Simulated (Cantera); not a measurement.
Charge: 1 mol CHF3, 0.041 mol HCl, 3.1 mol H2, at 1.33 mbar.

Method: chemical equilibrium by Gibbs-energy minimisation in Cantera with the NASA 1993 tables (ideal gas, pure condensed phases). Candidate condensed phases: C, C6H6, C7H8, C8H18; 118 gas species. Equilibrium is a limit: real reactors are often held back by kinetics, nucleation or transport.

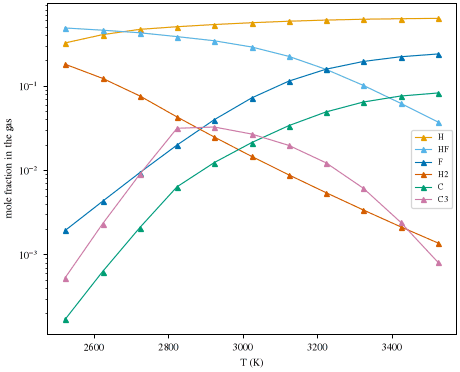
*Equilibrium gas composition (values under 1e-9 drawn at 1e-9)*

From 2523 K to 2823 K the condensed part is C(graphite). From 2923 K to 3523 K nothing is condensed. The main C-bearing gas is C2H2 (acetylene) at 2523 K and C at 3523 K.
